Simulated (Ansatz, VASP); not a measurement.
# Cross-check of Pb2SO between VASP and Ansatz

Aim: how closely do two programs agree when they are given the same cell, functional and k mesh? The cell is invented: As first built, before any earlier steps moved the atoms: it takes the PbS structure with some of its atoms replaced by other elements, volume scaled by an estimate. It may not be a known or stable phase. The cell comes out of the VASP series on this material, whose earlier steps may have relaxed, scaled or displaced it; both programs get it as it stands.

Calculated with Ansatz 0.2.0; plane waves, with VASP 6.6.1 beside it; band structure at RPBE and band structure at r2SCAN.

### Step 1. The structure

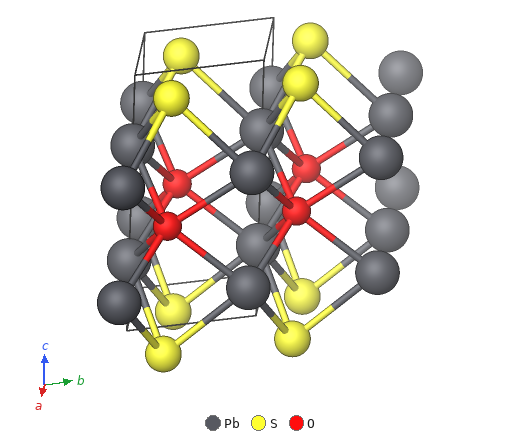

The cell as given, slightly off an axis (lead dark grey, sulfur yellow, oxygen red). 2×2×1 cells are drawn. Bonds to atoms that aren't drawn are left out. Some periodic images of atoms are drawn too.

### Step 2. VASP: band structure, RPBE

The same path points are solved in both programs, so levels can be compared one by one.

Lines of VASP's logs that name or quote its potential files are left out, and so is its time.

Contents of INCAR:

```
SYSTEM = Pb2SO
PREC = Accurate
ENCUT = 520
EDIFF = 1E-06
NELM = 100
ISMEAR = 0
SIGMA = 0.05
LREAL = .FALSE.
ALGO = Normal
GGA = RP
NBANDS = 34
LORBIT = 11
LWAVE = .FALSE.
LCHARG = .FALSE.
KPAR = 2
```

Contents of POSCAR:

```
Pb2SO
1.0
    3.8618406376      0.0000000009      0.0000000000
   -1.9309208178      3.3444527311      0.0000000000
    0.0000000000      0.0000000000      7.1930232245
Pb S O
2 1 1
Direct
    0.0000000000      0.0000000000      0.2752431486
    0.0000000000      0.0000000000      0.7247568514
    0.6666666700      0.3333333300      0.0000000000
    0.6666666700      0.3333333300      0.5000000000
```

Contents of KPOINTS:

```
Automatic mesh
0
Gamma
6 6 3
0 0 0
```

Contents of KPOINTS_OPT:

```
Line mode
16
Line-mode
Reciprocal
  0.00000000   0.00000000   0.00000000 GAMMA
  0.50000000   0.00000000   0.00000000 M

  0.50000000   0.00000000   0.00000000 M
  0.33333333   0.33333333   0.00000000 K

  0.33333333   0.33333333   0.00000000 K
  0.00000000   0.00000000   0.00000000 GAMMA

  0.00000000   0.00000000   0.00000000 GAMMA
  0.00000000   0.00000000   0.50000000 A

  0.00000000   0.00000000   0.50000000 A
  0.50000000   0.00000000   0.50000000 L

  0.50000000   0.00000000   0.50000000 L
  0.33333333   0.33333333   0.50000000 H

  0.33333333   0.33333333   0.50000000 H
  0.00000000   0.00000000   0.50000000 A

  0.50000000   0.00000000   0.50000000 L
  0.50000000   0.00000000   0.00000000 M

  0.33333333   0.33333333   0.00000000 K
  0.33333333   0.33333333   0.50000000 H
```

Potentials, in the order of the species: Pb_d, S and O (PBE family, release 64).

The run is started by

```sh
$ mpirun -np 2 vasp_std
```

Numbers of over 12 decimals in the logs are rounded to 6 here.

Output:

```text
[banner, memory and clock lines left out]
running    2 mpi-ranks, on    1 nodes
 distrk:  each k-point on    1 cores,    2 groups
 distr:  one band on    1 cores,    1 groups

 POSCAR found type information on POSCAR PbS O
 POSCAR found :  3 types and       4 ions
|                                                                             |
|               ----> ADVICE to this user running VASP <----                  |
|                                                                             |
|     You enforced a specific xc type in the INCAR file but a different       |
|     [... a line on the potential file left out ...]
|     I HOPE YOU KNOW WHAT YOU ARE DOING!                                     |
|                                                                             |

 LDA part: xc-table for (Slater+PW92), standard interpolation
 POSCAR, INCAR and KPOINTS ok, starting setup
 FFT: planning ... GRIDC
 FFT: planning ... GRID_SOFT
 FFT: planning ... GRID
 WAVECAR not read
 entering main loop
       N       E                     dE             d eps       ncg     rms          rms(c)
DAV:   1     0.454822441938E+03    0.45482E+03   -0.18648E+04   952   0.132E+03
DAV:   2     0.373638045890E+02   -0.41746E+03   -0.39448E+03   952   0.375E+02
DAV:   3    -0.174767129608E+02   -0.54841E+02   -0.53091E+02  1186   0.150E+02
DAV:   4    -0.202737808768E+02   -0.27971E+01   -0.27870E+01  1160   0.345E+01
DAV:   5    -0.203759969658E+02   -0.10222E+00   -0.10218E+00  1264   0.696E+00    0.106E+01
DAV:   6    -0.178226264013E+02    0.25534E+01   -0.17847E+01  1374   0.215E+01    0.902E+00
DAV:   7    -0.170988014671E+02    0.72382E+00   -0.84396E+00  1336   0.909E+00    0.338E+00
DAV:   8    -0.170456700945E+02    0.53131E-01   -0.65768E-01  1186   0.388E+00    0.200E+00
DAV:   9    -0.170500172944E+02   -0.43472E-02   -0.10424E-01  1328   0.191E+00    0.509E-01
DAV:  10    -0.170472115469E+02    0.28057E-02   -0.31713E-02  1344   0.898E-01    0.140E-01
DAV:  11    -0.170483479794E+02   -0.11364E-02   -0.22875E-03  1038   0.250E-01    0.382E-02
DAV:  12    -0.170484803024E+02   -0.13232E-03   -0.30752E-04  1228   0.117E-01    0.261E-02
DAV:  13    -0.170484897434E+02   -0.94410E-05   -0.75426E-05  1192   0.460E-02    0.159E-02
DAV:  14    -0.170484924047E+02   -0.26613E-05   -0.15726E-05  1132   0.201E-02    0.560E-03
DAV:  15    -0.170484920948E+02    0.30993E-06   -0.16428E-06   910   0.665E-03
   1 F= -.17048492E+02 E0= -.17048141E+02  d E =-.702669E-03
 Start KPOINTS_OPT (optional k-point list driver)
k-point batch [1-14\144]
       N       E                     dE             ncg
DAV:   1     0.339165577744E+04   -0.42273E+04      952
DAV:   2    -0.238437162565E+04   -0.57760E+04      968
DAV:   3    -0.311822794022E+04   -0.73386E+03     1154
DAV:   4    -0.315796362713E+04   -0.39736E+02     1168
DAV:   5    -0.315942789989E+04   -0.14643E+01     1246
DAV:   6    -0.315950156546E+04   -0.73666E-01     1302
DAV:   7    -0.315950398512E+04   -0.24197E-02     1312
DAV:   8    -0.315950400615E+04   -0.21031E-04     1272
DAV:   9    -0.315950400638E+04   -0.22449E-06      822
[...]
k-point batch [141-144\144]
       N       E                     dE             ncg
DAV:   1     0.148780475610E+05   -0.47778E+04      272
DAV:   2     0.132152862693E+05   -0.16628E+04      280
DAV:   3     0.130131625933E+05   -0.20212E+03      326
DAV:   4     0.130036143533E+05   -0.95482E+01      328
DAV:   5     0.130032252428E+05   -0.38911E+00      408
DAV:   6     0.130032136652E+05   -0.11578E-01      336
DAV:   7     0.130032132297E+05   -0.43555E-03      416
DAV:   8     0.130032132267E+05   -0.29383E-05      332
DAV:   9     0.130032132267E+05   -0.60923E-07      224
```

OUTCAR, selected parts (step 2):

```text
ion  position               nearest neighbor table
   1  0.000  0.000  0.275-   4 2.75   4 2.75   4 2.75   3 2.98   3 2.98   3 2.98   2 3.23   2 3.96

  LATTYP: Found a hexagonal cell.
 ALAT       =     3.8618406376
 C/A-ratio  =     1.8625893452

 Subroutine GETGRP returns: Found 12 space group operations
 (whereof 12 operations were pure point group operations)

The static configuration has the point symmetry D_3h.

 Found     14 irreducible k-points:

   k-points           NKPTS =     14   k-points in BZ     NKDIM =     14   number of bands    NBANDS=     34

   dimension x,y,z NGX =    30 NGY =   30 NGZ =   54
   dimension x,y,z NGXF=    60 NGYF=   60 NGZF=  108

   ENCUT  =  520.0 eV  38.22 Ry    6.18 a.u.   7.18  7.18 13.37*2*pi/ulx,y,z

   NELECT =      40.0000    total number of electrons

 k-points in reciprocal lattice and weights: Automatic mesh
   0.00000000  0.00000000  0.00000000       0.009
   0.16666667  0.00000000  0.00000000       0.056
   0.33333333  0.00000000  0.00000000       0.056
   0.50000000  0.00000000  0.00000000       0.028
   0.16666667  0.16666667  0.00000000       0.056
   0.33333333  0.16666667  0.00000000       0.111
   0.33333333  0.33333333  0.00000000       0.019
   0.00000000  0.00000000  0.33333333       0.019
   0.16666667  0.00000000  0.33333333       0.111
[...]
0.33333333  0.16666667  0.33333333       0.222
   0.33333333  0.33333333  0.33333333       0.037

 average (electrostatic) potential at core
       1 -91.8922       2 -91.8922       3 -85.4608       4 -68.9348

 E-fermi :   5.6535

 k-point     1 :       0.0000    0.0000    0.0000
  band No.  band energies     occupation
    ...
     16       3.7701      2.00000
     17       3.7701      2.00000
     18       4.5773      2.00000
     19       4.5773      2.00000
     20       5.6601      0.85254
     21       6.3642      0.00000
     22      10.0953      0.00000
     23      10.0953      0.00000
     24      10.9444      0.00000
     25      10.9444      0.00000
    ...

 k-point     2 :       0.1667    0.0000    0.0000
  band No.  band energies     occupation
    ...
     16       3.5808      2.00000
     17       3.6309      2.00000
     18       3.8457      2.00000
     19       4.4235      2.00000
     20       4.8985      2.00000
     21       7.4868      0.00000
     22       8.7308      0.00000
     23       9.7565      0.00000
     24      10.2177      0.00000
     25      10.4400      0.00000
    ...

 k-point     3 :       0.3333    0.0000    0.0000
  band No.  band energies     occupation
    ...
     16       3.0071      2.00000
     17       3.1883      2.00000
     18       3.8107      2.00000
     19       4.0148      2.00000
     20       4.2188      2.00000
     21       7.3142      0.00000
     22       8.5344      0.00000
     23       8.7118      0.00000
     24       9.2112      0.00000
     25      10.8896      0.00000
    ...

  Total       -0.0044364     -0.0044364     -0.0226910      0.0000000      0.0000000      0.0000000
  in kB       -0.0765079     -0.0765080     -0.3913219      0.0000000      0.0000000      0.0000000
  external PRESSURE =      -0.1814459 kB  Pullay stress =       0.0000000 kB

  energy-cutoff  :      520.00
  volume of cell :       92.90
      direct lattice vectors                 reciprocal lattice vectors
     3.861840638  0.000000001  0.000000000     0.258943880  0.149501329  0.000000000
    -1.930920818  3.344452731  0.000000000    -0.000000000  0.299002581  0.000000000
     0.000000000  0.000000000  7.193023225     0.000000000  0.000000000  0.139023602

 POSITION                                       TOTAL-FORCE (eV/Angst)
 -----------------------------------------------------------------------------------
      0.00000      0.00000      1.97983        -0.000000     -0.000000      0.002162
      0.00000      0.00000      5.21319        -0.000000     -0.000000     -0.002162
      1.93092      1.11482      0.00000         0.000000      0.000000      0.000000
      1.93092      1.11482      3.59651         0.000000     -0.000000      0.000000
 -----------------------------------------------------------------------------------
    total drift:                               -0.000025      0.000030      0.000000

  FREE ENERGIE OF THE ION-ELECTRON SYSTEM (eV)
  ---------------------------------------------------
  free  energy   TOTEN  =       -17.0484920948 eV

  energy  without entropy=      -17.0477894255  energy(sigma->0) =      -17.04814076

 total charge
# of ion       s       p       d       tot
------------------------------------------
    1        1.491   0.471   9.845  11.807
    2        1.491   0.471   9.845  11.807
    3        1.357   2.347   0.000   3.704
    4        1.590   3.254   0.000   4.844
--------------------------------------------------
tot          5.929   6.542  19.690  32.162

[... 3 further parts left out ...]
```

The run ends at a pressure of -0.02 GPa, with forces up to 0.0022 eV/Å.

### Step 3. Ansatz: band structure, RPBE

Ansatz runs on its default PAW (the set named soft_2) files.

The same cell, functional, mesh and smearing now go to Ansatz, which takes its cutoff from its data sets.

Contents of input.yaml:

```yaml
crystal:
  lattice:
    - [3.8618406376, 9.0e-10, 0.0]
    - [-1.9309208178, 3.3444527311, 0.0]
    - [0.0, 0.0, 7.1930232245]
  atoms:
    - { symbol: Pb, position: [0.0, 0.0, 0.2752431486] }
    - { symbol: Pb, position: [0.0, 0.0, 0.7247568514] }
    - { symbol: S, position: [0.66666667, 0.33333333, 0.0] }
    - { symbol: O, position: [0.66666667, 0.33333333, 0.5] }
hamiltonian:
  xc: rpbe
  pseudopotentials: { kind: paw }
kpoints:
  mp_grid: { grid: [6, 6, 3] }
  band_path:
    path:
      - [0.0, 0.0, 0.0]
      - [0.13333, 0.0, 0.0]
      - [0.3, 0.0, 0.0]
      - [0.46667, 0.0, 0.0]
      - [0.46667, 0.06667, 0.0]
      - [0.41111, 0.17778, 0.0]
      - [0.35556, 0.28889, 0.0]
      - [0.28889, 0.28889, 0.0]
      - [0.17778, 0.17778, 0.0]
      - [0.06667, 0.06667, 0.0]
      - [0.0, 0.0, 0.03333]
      - [0.0, 0.0, 0.2]
      - [0.0, 0.0, 0.36667]
      - [0.0, 0.0, 0.5]
      - [0.16667, 0.0, 0.5]
      - [0.3, 0.0, 0.5]
      - [0.46667, 0.0, 0.5]
      - [0.46667, 0.06667, 0.5]
      - [0.41111, 0.17778, 0.5]
      - [0.35556, 0.28889, 0.5]
      - [0.28889, 0.28889, 0.5]
      - [0.17778, 0.17778, 0.5]
      - [0.06667, 0.06667, 0.5]
      - [0.5, 0.0, 0.46667]
      - [0.5, 0.0, 0.3]
      - [0.5, 0.0, 0.13333]
      - [0.33333, 0.33333, 0.0]
      - [0.33333, 0.33333, 0.16667]
      - [0.33333, 0.33333, 0.33333]
      - [0.33333, 0.33333, 0.5]
    npoints: 1
scf:
  occupations: { method: gaussian, width: 0.05 }
  n_extra_bands: 8
output:
  forces: true
  stress: true
  eigenvalues: true
```

The run is started by

```sh
$ ansatz run input.yaml --threads 2 --pin off --max-ram 4608MiB --backend cpu --events-out ev --progress --plain --runs-dir out
```

Output:

```text
Warning: the atoms were moved onto the symmetric positions of the space group found under crystal.symmetry.tolerance 1.0e-5 (fractional; no operation is sought that the atoms, as they stand in a round, miss by more than twice it, and no atom is moved by as much as it), and the run uses the moved positions. Before a round's move an operation carried an atom to 1.93e-8 Å from where it should land, the largest such dist [...]
scf.n_extra_bands = 8 over 20 filled bands (N_el = 40.0): the run solves 28 bands
Engine: ansatz 0.2.0, aarch64-unknown-linux-gnu
Pseudopotentials: kind: paw
Pseudopotential: Pb, paw, valence charge 14, recommended cutoff 420 eV (normal), Pb.paw.azcp
Pseudopotential: S, paw, valence charge 6, recommended cutoff 420 eV (normal), S.paw.azcp
Pseudopotential: O, paw, valence charge 6, recommended cutoff 420 eV (normal), O.paw.azcp
Functional definition: RPBE
  parameter kappa = 0.804
  parameter beta = 0.066725
  exchange = rpbe_x(kappa = kappa, mu = beta*pi^2/3)
  correlation = pbe_c(beta = beta)
Crystal: 4 atoms, lattice volume = 92.903 Å³
Basis set: ecut = 420 eV, 1837 PW (Γ), exchange–correlation on 54×54×100 points (8 copies of the dense FFT grid, shifted against one another)
Bands: 28, of which v1, the nominal top of the filled ones, is band 20 counted from 1 (19 counted from 0)
Symmetry: 12 space group operations
Space group: P-6m2 (ITA 187), of the structure as read, at distance tolerance 4.5e-5 Å
k-points: 14 of 108 (time reversal used)
Non-local potential: Pb, projectors of the file, l = 0: 2, l = 1: 2, l = 2: 2, l = 3: 2
Non-local potential: S, projectors of the file, l = 0: 2, l = 1: 2, l = 2: 2
Non-local potential: O, projectors of the file, l = 0: 2, l = 1: 2, l = 2: 1
PAW form: soft (Blöchl's): semilocal exchange-correlation on the pseudo side does not see the compensation charge
PAW frozen core: Pb, regenerated for the run's functional, and the local potential with it (the file was generated under x = pbe(κ = 0.804, μ = 0.219515), c = pbe(β = 0.066725))
PAW frozen core: S, regenerated for the run's functional, and the local potential with it (the file was generated under x = pbe(κ = 0.804, μ = 0.219515), c = pbe(β = 0.066725))
PAW frozen core: O, regenerated for the run's functional, and the local potential with it (the file was generated under x = pbe(κ = 0.804, μ = 0.219515), c = pbe(β = 0.066725))
PAW one-centre angular grid: Pb, 590 points (default); XC on 64 Gauss nodes
PAW one-centre angular grid: S, 110 points (default); XC on 64 Gauss nodes
PAW one-centre angular grid: O, 110 points (default); XC on 64 Gauss nodes
Initial density: superposition of atomic densities (neutral atoms: chi_scale 0, normalization atom), corrected by the library's trained network
Initial wavefunctions: pseudopotential atomic-orbital guess
Functional: x = rpbe, c = pbe(β = 0.066725)
SCF iter   1: F=—  HF=-25317.818363 eV  |F-HF|=—  |Δ(HF+E_count)|=         —  Δρ=4.70e-3  dr2=2.52e-2  ethr=1.77e-3  ⟨swp⟩=7.9  Hψ=1984  notcnv=0  defer=6
preconditioner: auto → Resta (q_TF=auto, 2.371 Å⁻¹)  ε∞=3.3  [insulator: Δε(μ)=0.059 eV  Ē_g=16.072 eV  σ=0.050 eV  W_gap=0.58  n_scr=22 (ndim 8)  ℏωp=24.4 eV  f_vac=0.009  D(μ)=0.41/eV (n_scr^D=2)  ε∞_Penn≈3.3]
SCF iter   2: F=—  HF=-25317.813289 eV  |F-HF|=—  |Δ(HF+E_count)|=   5.07e-3  Δρ=2.34e-3  dr2=7.65e-3  ethr=6.31e-5  ⟨swp⟩=2.0  Hψ=645  notcnv=0  defer=22
preconditioner: auto → Kerker (q_TF=auto, 2.371 Å⁻¹)  [metal: Δε(μ)=0.033 eV  Ē_g=16.053 eV  σ=0.050 eV  W_gap=0.34  n_scr=22 (ndim 8)  ℏωp=24.4 eV  f_vac=0.010  D(μ)=0.52/eV (n_scr^D=2)]
SCF iter   3: F=—  HF=-25317.813073 eV  |F-HF|=—  |Δ(HF+E_count)|=   2.15e-4  Δρ=5.27e-4  dr2=4.59e-4  ethr=1.91e-5  ⟨swp⟩=2.3  Hψ=502  notcnv=0  defer=22
SCF iter   4: F=—  HF=-25317.813153 eV  |F-HF|=—  |Δ(HF+E_count)|=   7.94e-5  Δρ=1.85e-4  dr2=6.87e-5  ethr=1.15e-6  ⟨swp⟩=2.1  Hψ=445  notcnv=0  defer=22
SCF iter   5: F=—  HF=-25317.813193 eV  |F-HF|=—  |Δ(HF+E_count)|=   3.97e-5  Δρ=6.12e-5  dr2=4.73e-6  ethr=1.72e-7  ⟨swp⟩=2.1  Hψ=504  notcnv=0  defer=22
SCF iter   6: F=—  HF=-25317.813198 eV  |F-HF|=—  |Δ(HF+E_count)|=   5.61e-6  Δρ=1.78e-5  dr2=6.91e-7  ethr=1.18e-8  ⟨swp⟩=2.1  Hψ=493  notcnv=0  defer=22
SCF iter   7: F=—  HF=-25317.813199 eV  |F-HF|=—  |Δ(HF+E_count)|=   5.90e-7  Δρ=7.49e-6  dr2=1.59e-7  ethr=1.73e-9  ⟨swp⟩=2.0  Hψ=466  notcnv=0  defer=22
SCF iter   8: F=-25317.813199 eV  HF=-25317.813199 eV  |F-HF|=4.34e-9  |Δ(HF+E_count)|=   5.89e-8  Δρ=2.40e-6  dr2=1.28e-8  ethr=2.50e-10  ⟨swp⟩=9.9  Hψ=1953  notcnv=0
SCF 1 converged in 8 iterations: F = -25317.813199 eV  dr2 = 1.28e-8
  greatest PAW one-centre occupation: 0.982 electrons in one spin orbital (limit 2), on the Pb atom at site 0 (counted from 0), in its partial waves of l = 2
NSCF: frozen V_eff on 30 k-points
SCF converged after 8 iterations
Free energy (F): -25317.813199 eV
Harris-Foulkes:  -25317.813199 eV  (|F-HF|=4.34e-9)
Internal energy: -25317.812494 eV  (E = F + TS)
E sigma→0 (E₀):  -25317.812846 eV
Entropy (-TS):   -0.000705 eV (-0.176 meV/atom)
Fermi energy:    8.593617 eV
--- Per-component energies (eV) ---
  E_band       = -110.850068
  E_kinetic    = 850.667723
  E_local      = -2676.314998  (includes V_loc(G=0)·N_el)
  E_nonlocal   = 774.769853
  E_hartree    = 1042.249324
  E_xc         = -613.936148
  E_vxc        = -445.556187  (∫ρ·V_xc dr)
  E_paw        = -21598.323425  (= ΣΔE_a)
  E_vpaw       = -698.914096  (= ΣTr[D̂ρ^β])
  E_aug_tail   = 0.002394  (compensation charges beyond the density's cutoff)
  E_ewald      = -3097.025898
  E_core_change = 0.098682  (= ΣΔE_core)
  E_smearing   = -0.000705  (= −TS)
  E_closure    = 0.000000  (closes the sum)
  Σ components = -25317.813199   (vs F -25317.813199, Δ=0.00e0)
--- Forces (eV/Å), atoms counted from 1 ---
  atom   1  Pb    -0.00000000    -0.00000000     0.00841805
  atom   2  Pb    -0.00000000    -0.00000000    -0.00841805
  atom   3  S      0.00000000     0.00000000     0.00000000
  atom   4  O      0.00000000     0.00000000     0.00000000
  max |Σ_I F_I| component: 1.30e-16 eV/Å
--- Stress (GPa, compression-positive) ---
        0.069594      -0.000000       0.000000
       -0.000000       0.069594       0.000000
        0.000000       0.000000       0.047402
  P = ⅓ Tr σ = 0.0622 GPa (0.622 kbar)
--- Band table (eV; the first three rows and the last of 14) ---
  k-point 0: bands = [... 16 lower, 6.7062, 7.5133, 7.5133, 8.6012, 9.3009, 13.0321, 13.0321, 13.8811, ... 4 higher]
  k-point 1: bands = [... 16 lower, 6.7436, 7.4716, 7.4716, 7.5007, 11.1403, 13.1827, 13.1827, 13.4334, ... 4 higher]
  k-point 2: bands = [... 16 lower, 6.5653, 6.7824, 7.3596, 7.8400, 10.4237, 11.6703, 12.6942, 13.1544, ... 4 higher]
  k-point 13: bands = [... 16 lower, 5.5948, 5.9283, 6.3268, 7.7689, 9.4758, 11.0593, 11.4206, 11.6853, ... 4 higher]
```

Run time: 6.8 s. Hardware: 2 threads of Arm Neoverse N1, shared host; peak memory 0.33 GiB.

### Step 4. Side by side

Known differences besides the PAW data sets themselves: the cutoff is 420 eV in Ansatz and 520 eV in VASP; Ansatz makes its cores anew for this functional, VASP keeps those of its PBE data sets; VASP leaves aspherical gradient terms in its spheres out (LASPH is not set), Ansatz keeps them. Total energies have different zeros and are not compared.

Compared:

| quantity | Ansatz | VASP | difference |
| --- | --- | --- | --- |
| pressure (GPa) | 0.06 | -0.02 | +0.08 |

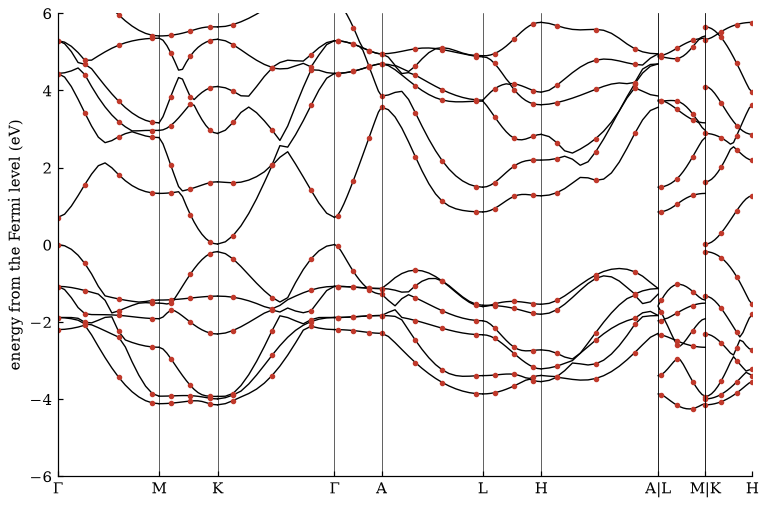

Bands from VASP (lines) and levels from Ansatz (dots). Dots without a line are higher empty bands that the VASP plot leaves out.

At this near-relaxed geometry the largest component of a force difference is 6 meV/Å. Levels from 3 eV below to 2 eV above the Fermi level differ by 3 meV r.m.s. and 6 meV at most; each VASP level is matched to the nearest of Ansatz, which flatters the figure a little. Ansatz's pressure holds a Pulay correction of 0.13 GPa; VASP's holds none.

[end of part 1 of 2]

[Lines on the potential files, build, host, timing and source positions are cut from VASP's logs without a mark.]

[Logs are printed without paths, hosts, clocks, repeated set-up lines and the standing remarks that a program may print on its own settings, such as how far it seeks lower states.]

[Hosts, paths, dates, database ids (printed as entryN), source tags and the programs' standing remarks are cut or masked in the printed files.]
